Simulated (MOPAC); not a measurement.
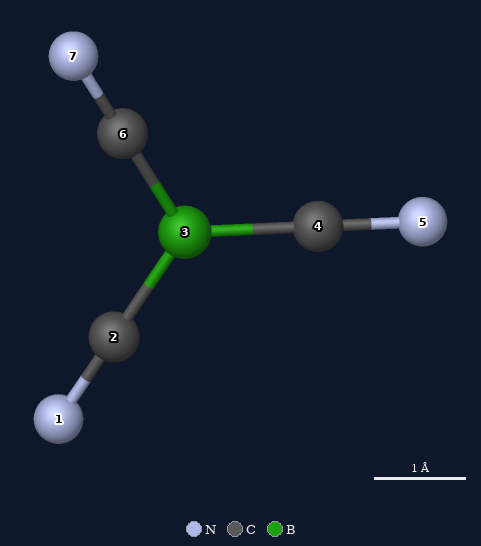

Fig. 1: The starting structure (ball-and-stick view, seen at a tilt; atoms are numbered from 1 in the order of the input).

Geometry relaxation of C₃BN₃ (charge +1) (part 1 of 2)

- system: C₃BN₃, charge +1, multiplicity 2
- method: MNDO, unrestricted (MOPAC 23.2.5)

The starting geometry was optimised with MNDO.

The input (run.mop)
```
GNORM=0.05 CYCLES=300 DISP CHARGE=1 MNDO AUX(PRECISION=6) THREADS=1


N      1.195008 1    -2.105666 1     1.101328 1
C      0.673527 1    -1.182926 1     0.612683 1
B      0.010499 1    -0.009223 1    -0.008170 1
C     -1.145740 1    -0.204945 1    -0.917789 1
N     -2.055193 1    -0.358865 1    -1.632888 1
C      0.503737 1     1.360311 1     0.281145 1
N      0.891754 1     2.437185 1     0.509058 1
```

Machine: 1 thread of Arm Neoverse V1, 24 GiB of memory available, shared host.

Launched with:
```bash
mopac run.mop
```

What the program printed
```
MOPAC v23.2.5
MNDO CALCULATION RESULTS

 *  MNDO       - The MNDO Hamiltonian to be used
 *
 *
 *
 *                 CHARGE ON SYSTEM = +1
 *
 *
 *
 *  THREADS=1  - MULTI-THREADING NOT USED
 *  CYCLES=    - DO A MAXIMUM OF 300 STEPS
 *  GNORM      - EXIT WHEN GRADIENT NORM DROPS BELOW 0.050
 *  AUX        - OUTPUT AUXILIARY INFORMATION
 *  DISP       - PRINT DISPERSION AND HYDROGEN BOND ENERGIES
GNORM=0.05 CYCLES=300 DISP CHARGE=1 MNDO AUX(PRECISION=6) THREADS=1

   ATOM   CHEMICAL          X               Y               Z
  NUMBER   SYMBOL      (ANGSTROMS)     (ANGSTROMS)     (ANGSTROMS)

     1       N          1.19500800  *  -2.10566600  *   1.10132800  *
     2       C          0.67352700  *  -1.18292600  *   0.61268300  *
     3       B          0.01049900  *  -0.00922300  *  -0.00817000  *
     4       C         -1.14574000  *  -0.20494500  *  -0.91778900  *
     5       N         -2.05519300  *  -0.35886500  *  -1.63288800  *
     6       C          0.50373700  *   1.36031100  *   0.28114500  *
     7       N          0.89175400  *   2.43718500  *   0.50905800  *

          CARTESIAN COORDINATES

    NO.       ATOM           X           Y           Z

     1         N          1.1950     -2.1057      1.1013
     2         C          0.6735     -1.1829      0.6127
     3         B          0.0105     -0.0092     -0.0082
     4         C         -1.1457     -0.2049     -0.9178
     5         N         -2.0552     -0.3589     -1.6329
     6         C          0.5037      1.3603      0.2811
     7         N          0.8918      2.4372      0.5091

           Empirical Formula: C3 N3 B  =     7 atoms

      MOLECULAR POINT GROUP   :   D3h

          UHF CALCULATION, NO. OF ALPHA ELECTRONS =   15
                           NO. OF BETA  ELECTRONS =   14

          Geometry optimization using EF

          DIAGONAL MATRIX USED AS START HESSIAN
```

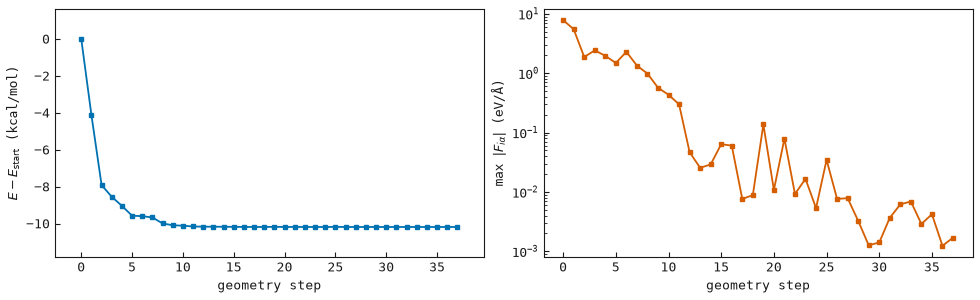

Fig. 2: Progress of the relaxation, step by step (steps are counted from 0).

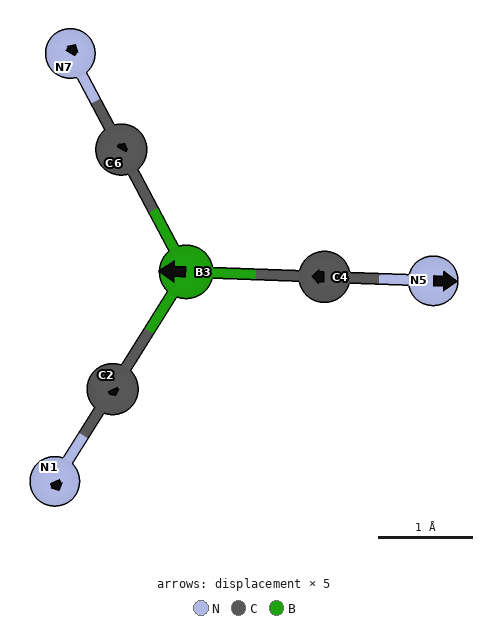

Fig. 3: The starting structure with the displacements as black arrows, magnified 5 times (ball-and-stick view, seen at a tilt). The two geometries are laid on each other by the best rigid fit. The energy falls by 10.2 kcal/mol in 37 geometry steps. Largest force component: 7.8 eV/Å at the start, 0.0017 eV/Å at the end. The atom that moves furthest after the best rigid fit is B3 (0.062 Å). Largest moves by element: B 0.062 Å, N 0.053 Å, C 0.029 Å. Among the contacts that change: C4–N5 1.167 → 1.249 Å, B3–C4 1.484 → 1.517 Å, B3–C6 1.484 → 1.464 Å. Among the angles that change: C2–B3–C6 120.0° → 125.3°, C2–B3–C4 120.0° → 117.4°, B3–C6–N7 180.0° → 177.6°. (Atoms are counted from 1 in the order of the input.)

```
 CYCLE:     1 TIME:   0.039 TIME LEFT:  2.00D  GRAD.:   320.304 HEAT:  374.6198
 CYCLE:     2 TIME:   0.008 TIME LEFT:  2.00D  GRAD.:   209.646 HEAT:  370.4996
 CYCLE:     3 TIME:   0.000 TIME LEFT:  2.00D  GRAD.:    89.204 HEAT:  366.7030
 CYCLE:     4 TIME:   0.008 TIME LEFT:  2.00D  GRAD.:   129.528 HEAT:  366.0691
 CYCLE:     5 TIME:   0.000 TIME LEFT:  2.00D  GRAD.:   110.971 HEAT:  365.5777
 CYCLE:     6 TIME:   0.008 TIME LEFT:  2.00D  GRAD.:    66.212 HEAT:  365.0446
 CYCLE:     7 TIME:   0.000 TIME LEFT:  2.00D  GRAD.:    81.565 HEAT:  365.0196
 CYCLE:     8 TIME:   0.000 TIME LEFT:  2.00D  GRAD.:    74.275 HEAT:  364.9504
 CYCLE:     9 TIME:   0.000 TIME LEFT:  2.00D  GRAD.:    39.508 HEAT:  364.6248
 CYCLE:    10 TIME:   0.008 TIME LEFT:  2.00D  GRAD.:    23.052 HEAT:  364.5276
 CYCLE:    11 TIME:   0.000 TIME LEFT:  2.00D  GRAD.:    19.644 HEAT:  364.5027
 CYCLE:    12 TIME:   0.000 TIME LEFT:  2.00D  GRAD.:    10.408 HEAT:  364.4619
 CYCLE:    13 TIME:   0.000 TIME LEFT:  2.00D  GRAD.:     2.373 HEAT:  364.4495
 CYCLE:    14 TIME:   0.008 TIME LEFT:  2.00D  GRAD.:     1.182 HEAT:  364.4477
 CYCLE:    15 TIME:   0.000 TIME LEFT:  2.00D  GRAD.:     1.400 HEAT:  364.4457
 CYCLE:    16 TIME:   0.000 TIME LEFT:  2.00D  GRAD.:     3.111 HEAT:  364.4395
 CYCLE:    17 TIME:   0.000 TIME LEFT:  2.00D  GRAD.:     2.688 HEAT:  364.4357
 CYCLE:    18 TIME:   0.008 TIME LEFT:  2.00D  GRAD.:     0.399 HEAT:  364.4351
 CYCLE:    19 TIME:   0.000 TIME LEFT:  2.00D  GRAD.:     0.397 HEAT:  364.4339
 CYCLE:    20 TIME:   0.000 TIME LEFT:  2.00D  GRAD.:     6.476 HEAT:  364.4415
 CYCLE:    21 TIME:   0.008 TIME LEFT:  2.00D  GRAD.:     0.598 HEAT:  364.4352
 CYCLE:    22 TIME:   0.000 TIME LEFT:  2.00D  GRAD.:     4.047 HEAT:  364.4373
 CYCLE:    23 TIME:   0.000 TIME LEFT:  2.00D  GRAD.:     0.405 HEAT:  364.4336
 CYCLE:    24 TIME:   0.000 TIME LEFT:  2.00D  GRAD.:     0.913 HEAT:  364.4352
 CYCLE:    25 TIME:   0.008 TIME LEFT:  2.00D  GRAD.:     0.244 HEAT:  364.4340
 CYCLE:    26 TIME:   0.000 TIME LEFT:  2.00D  GRAD.:     1.814 HEAT:  364.4392
 CYCLE:    27 TIME:   0.000 TIME LEFT:  2.00D  GRAD.:     0.398 HEAT:  364.4332
 CYCLE:    28 TIME:   0.008 TIME LEFT:  2.00D  GRAD.:     0.426 HEAT:  364.4337
 CYCLE:    29 TIME:   0.000 TIME LEFT:  2.00D  GRAD.:     0.174 HEAT:  364.4335
 CYCLE:    30 TIME:   0.000 TIME LEFT:  2.00D  GRAD.:     0.055 HEAT:  364.4334
 CYCLE:    31 TIME:   0.000 TIME LEFT:  2.00D  GRAD.:     0.076 HEAT:  364.4334
 CYCLE:    32 TIME:   0.000 TIME LEFT:  2.00D  GRAD.:     0.152 HEAT:  364.4334
 CYCLE:    33 TIME:   0.008 TIME LEFT:  2.00D  GRAD.:     0.202 HEAT:  364.4334
 CYCLE:    34 TIME:   0.000 TIME LEFT:  2.00D  GRAD.:     0.260 HEAT:  364.4337
 CYCLE:    35 TIME:   0.000 TIME LEFT:  2.00D  GRAD.:     0.140 HEAT:  364.4334
 CYCLE:    36 TIME:   0.000 TIME LEFT:  2.00D  GRAD.:     0.171 HEAT:  364.4335
 CYCLE:    37 TIME:   0.008 TIME LEFT:  2.00D  GRAD.:     0.050 HEAT:  364.4334
 CYCLE:    38 TIME:   0.000 TIME LEFT:  2.00D  GRAD.:     0.067 HEAT:  364.4334

 HEAT OF FORMATION IS ESSENTIALLY STATIONARY

 -------------------------------------------------------------------------------
 GNORM=0.05 CYCLES=300 DISP CHARGE=1 MNDO AUX(PRECISION=6) THREADS=1

     GEOMETRY OPTIMISED USING EIGENVECTOR FOLLOWING (EF).
     SCF FIELD WAS ACHIEVED

                              MNDO CALCULATION

          FINAL HEAT OF FORMATION =        364.43342 KCAL/MOL =    1524.78942 KJ/MOL

          TOTAL ENERGY            =     -24456.39029 KCAL/MOL = ELECTRONIC ENERGY + CORE-CORE REPULSION
          ENERGY OF ATOMS         =      24820.82371 KCAL/MOL
                              SUM =        364.43342 KCAL/MOL
          DISPERSION ENERGY       =          0.00000 KCAL/MOL
                              SUM =        364.43342 KCAL/MOL = FINAL HEAT OF FORMATION

          TOTAL ENERGY            =      -1060.52946 EV
          ELECTRONIC ENERGY       =      -3060.52484 EV
          CORE-CORE REPULSION     =       1999.99538 EV
          COSMO AREA              =        134.17 SQUARE ANGSTROMS
          COSMO VOLUME            =        117.00 CUBIC ANGSTROMS

          GRADIENT NORM           =          0.06714          =       0.02538 PER ATOM
          IONIZATION POTENTIAL    =         18.145210 EV
          ALPHA SOMO LUMO (EV)    =        -18.145 -8.449
          BETA  SOMO LUMO (EV)    =        -18.157-11.851
          NO. OF ALPHA ELECTRONS  =         15
          NO. OF BETA  ELECTRONS  =         14
          MOLECULAR WEIGHT        =         88.8631         POINT GROUP:  D3h

          MOLECULAR DIMENSIONS (Angstroms)

            Atom       Atom       Distance
            N     5    N     1     4.64042
            N     7    N     1     4.01331
            B     3    N     5     0.00110

          SCF CALCULATIONS        =         43

          WALL-CLOCK TIME         =      0.125 SECONDS
          COMPUTATION TIME        =      0.128 SECONDS

   ATOM   CHEMICAL          X               Y               Z
  NUMBER   SYMBOL      (ANGSTROMS)     (ANGSTROMS)     (ANGSTROMS)

     1       N          1.18960334  *  -2.12733499  *   1.09800808  *
     2       C          0.66923563  *  -1.19858435  *   0.61121462  *
     3       B          0.05890775  *  -0.00119099  *   0.03112051  *
     4       C         -1.12264820  *  -0.20099405  *  -0.89930508  *
     5       N         -2.09505628  *  -0.36506077  *  -1.66584162  *
     6       C          0.49745378  *   1.37388406  *   0.27578452  *
     7       N          0.88290331  *   2.45626595  *   0.50002173  *

                             CARTESIAN COORDINATES

   1    N        1.189603345    -2.127334991     1.098008076
   2    C        0.669235626    -1.198584350     0.611214617
   3    B        0.058907754    -0.001190995     0.031120513
   4    C       -1.122648198    -0.200994050    -0.899305081
   5    N       -2.095056275    -0.365060768    -1.665841623
   6    C        0.497453776     1.373884057     0.275784522
   7    N        0.882903314     2.456265949     0.500021730

           Empirical Formula: C3 N3 B  =     7 atoms

      MOLECULAR POINT GROUP   :   D3h

          ALPHA EIGENVALUES
 -45.92629 -43.43239 -42.69802 -33.91754 -27.80887 -26.71908 -22.94902 -21.99147
 -21.57952 -19.70051 -19.23504 -19.12937 -18.38397 -18.21656 -18.14521  -8.44851
  -8.13189  -5.95081  -5.34103  -4.01558  -3.36251  -3.35154  -2.83388  -2.19280
  -0.48772   0.04052   1.82340   1.84897

           BETA EIGENVALUES
 -44.63953 -43.12865 -42.69423 -33.59092 -27.29504 -26.55047 -22.26444 -21.15200
 -19.67244 -19.30475 -19.06066 -18.32634 -18.21802 -18.15696 -11.85101  -8.16194
  -6.09864  -5.87106  -5.17502  -4.00100  -3.35190  -3.35111  -2.52336  -2.19421
  -0.42616   0.06816   1.82558   1.85350

              NET ATOMIC CHARGES AND DIPOLE CONTRIBUTIONS

  ATOM NO.   TYPE          CHARGE      No. of ELECS.   s-Pop       p-Pop
    1          N           0.164945        4.8351     1.82584     3.00921
    2          C          -0.192030        4.1920     1.25324     2.93879
    3          B           0.412510        2.5875     1.00285     1.58464
    4          C           0.346516        3.6535     1.37860     2.27488
    5          N           0.295227        4.7048     1.87262     2.83215
    6          C          -0.192077        4.1921     1.25329     2.93879
    7          N           0.164909        4.8351     1.82586     3.00923
 DIPOLE           X         Y         Z       TOTAL
 POINT-CHG.    -4.203    -0.712    -3.308     5.396
 HYBRID        -0.397    -0.068    -0.310     0.508
 SUM           -4.600    -0.779    -3.618     5.904

          ATOMIC ORBITAL ELECTRON POPULATIONS

     Atom    s        px        py        pz
    1  N   1.82584   0.97702   1.08669   0.94550
    2  C   1.25324   0.98783   0.95249   0.99847
    3  B   1.00285   0.47031   0.73006   0.38427
    4  C   1.37860   0.95220   0.40067   0.92201
    5  N   1.87262   1.08038   0.67496   1.07681
    6  C   1.25329   0.99077   0.94508   1.00294
    7  N   1.82586   0.96882   1.10738   0.93303

                    (SZ)    =    0.500000
                    (S**2)  =    0.758107

          ATOMIC ORBITAL SPIN POPULATIONS

    Atom   Total    s     px     py     pz
         Atomic
    1  N -0.0076 -0.000 -0.005  0.002 -0.005
    2  C  0.0230  0.004  0.006  0.007  0.006
    3  B -0.0162 -0.004 -0.007 -0.001 -0.004
    4  C  0.2371  0.009 -0.031  0.302 -0.043
    5  N  0.7483  0.008  0.036  0.643  0.062
    6  C  0.0231  0.004  0.006  0.009  0.005
    7  N -0.0076 -0.000 -0.005  0.004 -0.006

 *                    *
 * JOB ENDED NORMALLY *
 *                    *

 TOTAL JOB TIME:             0.13 SECONDS

 == MOPAC DONE ==
```

Trajectory as extended XYZ (Å, eV, eV/Å), 38 frames, from step=0 to step=37
```
7
Properties=species:S:1:pos:R:3:forces:R:3 step=0 energy=16.24505
N     1.1950   -2.1057    1.1013    0.2170  -0.1779   0.1870
C     0.6735   -1.1829    0.6127   -0.7027   0.5229  -0.6019
B     0.0105   -0.0092   -0.0082    1.6240   0.1909   1.2837
C    -1.1457   -0.2049   -0.9178    7.1598   1.3051   5.6226
N    -2.0552   -0.3589   -1.6329   -7.8492  -1.3662  -6.1689
C     0.5037    1.3603    0.2811   -0.6409  -0.7169  -0.4569
N     0.8918    2.4372    0.5091    0.1920   0.2420   0.1344
7
Properties=species:S:1:pos:R:3:forces:R:3 step=1 energy=16.06638
N     1.1977   -2.1070    1.1025   -0.2999   0.6861  -0.3019
C     0.6699   -1.1789    0.6078    0.1350  -0.7250   0.1759
B     0.0215   -0.0077    0.0030    2.4895   0.4666   1.9735
C    -1.0997   -0.1950   -0.8695   -5.4952  -0.9580  -4.4527
N    -2.1064   -0.3688   -1.6814    3.3472   0.5874   2.7399
C     0.5005    1.3550    0.2774    0.0238   0.6992  -0.0243
N     0.8943    2.4390    0.5098   -0.2004  -0.7562  -0.1105
7
Properties=species:S:1:pos:R:3:forces:R:3 step=2 energy=15.90175
N     1.1968   -2.0962    1.0941    0.7464  -1.3411   0.5698
C     0.6685   -1.1874    0.6030   -0.2843   0.3558   0.1467
B     0.0590    0.0026    0.0783   -1.2986  -0.1355  -1.8731
C    -1.1237   -0.2002   -0.9095   -0.9569  -0.1507  -0.3678
N    -2.1133   -0.3700   -1.6850    1.5223   0.2604   1.1023
C     0.4983    1.3612    0.2687   -0.1969  -0.3002   0.2826
N     0.8947    2.4274    0.5053    0.4680   1.3114   0.1394
7
Properties=species:S:1:pos:R:3:forces:R:3 step=3 energy=15.87426
N     1.2047   -2.1155    1.1042   -0.9911   1.6843  -0.9642
C     0.6646   -1.1828    0.6039    1.2208  -2.2796   1.3176
B     0.0521    0.0022    0.0488   -0.9229  -0.2801  -1.0872
C    -1.1383   -0.2025   -0.9135    1.5329   0.2559   1.3771
N    -2.0990   -0.3673   -1.6734   -1.0238  -0.1703  -0.8513
C     0.4948    1.3570    0.2730    0.8019   2.4279   0.6174
N     0.8990    2.4462    0.5084   -0.6178  -1.6381  -0.4093
7
Properties=species:S:1:pos:R:3:forces:R:3 step=4 energy=15.85295
N     1.2027   -2.1110    1.0982    0.8237  -1.4289   0.7954
C     0.6707   -1.2015    0.6214   -1.1785   1.9621  -1.1791
B     0.0384   -0.0012    0.0193    0.6290  -0.0949   0.6534
C    -1.1386   -0.2023   -0.9059    1.1972   0.1918   0.8925
N    -2.0924   -0.3662   -1.6708   -1.2686  -0.2132  -0.9837
C     0.4987    1.3774    0.2832   -0.7693  -1.9465  -0.5352
N     0.8976    2.4418    0.5049    0.5665   1.5295   0.3565
7
Properties=species:S:1:pos:R:3:forces:R:3 step=5 energy=15.82983
N     1.2005   -2.1091    1.1026    0.0543  -0.0925  -0.0283
C     0.6689   -1.1938    0.6023    0.0679  -0.2670   0.3400
B     0.0419   -0.0070    0.0469    0.1465   0.5914  -0.4372
C    -1.1229   -0.2005   -0.9000   -1.4864  -0.2710  -0.9911
N    -2.1059   -0.3683   -1.6804    1.3464   0.2459   1.0239
C     0.4984    1.3727    0.2733   -0.3557  -0.8403   0.0219
N     0.8974    2.4425    0.5072    0.2269   0.6335   0.0709
7
Properties=species:S:1:pos:R:3:forces:R:3 step=6 energy=15.82875
N     1.2011   -2.1095    1.1002    0.3910  -0.7160   0.3289
C     0.6683   -1.1979    0.6103   -0.4599   0.7707  -0.3073
B     0.0456    0.0009    0.0378   -0.0596  -0.4689  -0.2256
C    -1.1307   -0.2022   -0.9024   -0.1690  -0.0237  -0.0660
N    -2.1002   -0.3670   -1.6767    0.2076   0.0288   0.1561
C     0.4938    1.3606    0.2739    0.8003   2.2955   0.5472
N     0.8999    2.4514    0.5082   -0.7105  -1.8864  -0.4333
7
Properties=species:S:1:pos:R:3:forces:R:3 step=7 energy=15.82574
N     1.2054   -2.1184    1.1044   -0.7165   1.1860  -0.6496
C     0.6646   -1.1912    0.6088    0.6787  -1.1728   0.6282
B     0.0463    0.0018    0.0298   -0.1144  -0.1481  -0.0806
C    -1.1385   -0.2034   -0.9055    1.3426   0.2557   1.0490
N    -2.0931   -0.3657   -1.6717   -1.1783  -0.2074  -0.9248
C     0.4952    1.3712    0.2797   -0.1772  -0.4114  -0.1312
N     0.8972    2.4431    0.5050    0.1651   0.4979   0.1092
7
Properties=species:S:1:pos:R:3:forces:R:3 step=8 energy=15.81163
N     1.2016   -2.1115    1.0971    0.2133  -0.3819   0.1994
C     0.6664   -1.1932    0.6143   -0.1492   0.1527  -0.0854
B     0.0443   -0.0077    0.0375    0.1247   0.5585  -0.1236
C    -1.1287   -0.2011   -0.9011   -0.4761  -0.1288  -0.3143
N    -2.1001   -0.3670   -1.6771    0.4228   0.0945   0.3278
C     0.4980    1.3737    0.2744   -0.3763  -0.9853  -0.1122
N     0.8965    2.4434    0.5066    0.2409   0.6902   0.1083
```
